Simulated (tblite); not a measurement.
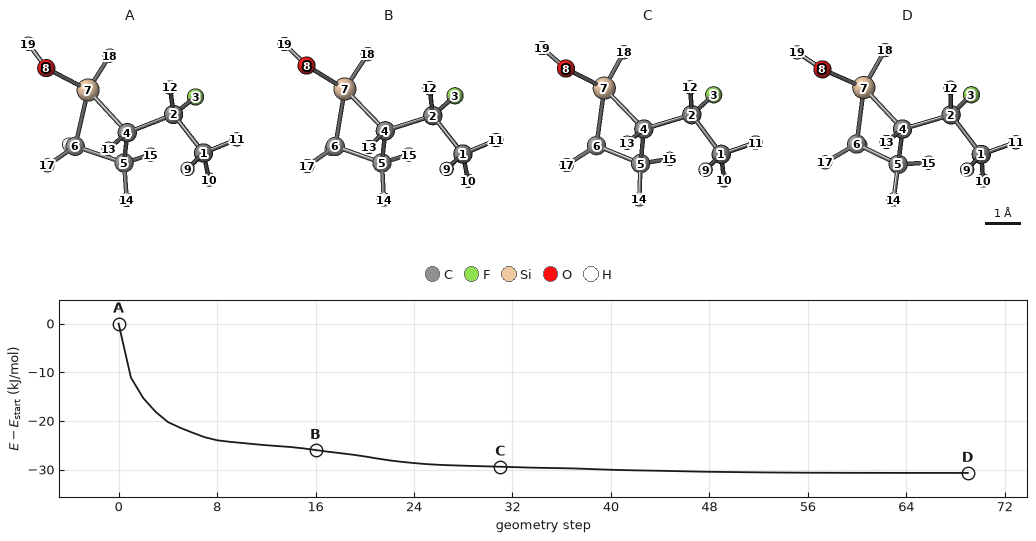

Frames of a relaxation of C$_{5}$H$_{11}$FOSi, marked on the history of the run. Style: ball-and-stick. Shown at a tilt.

Level of theory: GFN2-xTB geometry optimisation, gas phase in tblite. 

What happens along the run?

Answer. Over 69 geometry steps the energy falls by 30.7 kJ/mol. The largest move after the best rigid fit is that of an H atom, 0.47 Å. By element the largest moves are H 0.47 Å, C 0.23 Å, F 0.09 Å, Si 0.09 Å, O 0.04 Å. Near-neighbour distances that change, for instance: C–F 1.346 → 1.392 Å, O–Si 1.656 → 1.628 Å, C–H 1.118 → 1.091 Å, C–C 1.571 → 1.544 Å. Among the angles between lasting bonds that change: C–Si–O 116.4° → 110.6°, Si–O–H 116.2° → 121.9°, C–C–H 112.0° → 107.4°. From step 0 to 16: an H atom moves most (0.18 Å), energy −26.0 kJ/mol. From step 16 to 31: an H atom moves most (0.22 Å), energy −3.43 kJ/mol. From step 31 to 69: an H atom moves most (0.21 Å), energy −1.28 kJ/mol.

```
step  E − E(0), kJ/mol
   0              0.00
   1            -11.08
   2            -15.29
   3            -18.09
   4            -20.21
   5            -21.39
   6            -22.39
   7            -23.33
   8            -23.95
   9            -24.27
  10            -24.50
  13            -25.16
  16            -25.96
  19            -26.91
  22            -28.09
  26            -29.00
  29            -29.25
  32            -29.46
  35            -29.65
  38            -29.83
  41            -30.08
  44            -30.23
  47            -30.39
  50            -30.49
  53            -30.57
  57            -30.63
  60            -30.64
  63            -30.66
  66            -30.66
  69            -30.67
```
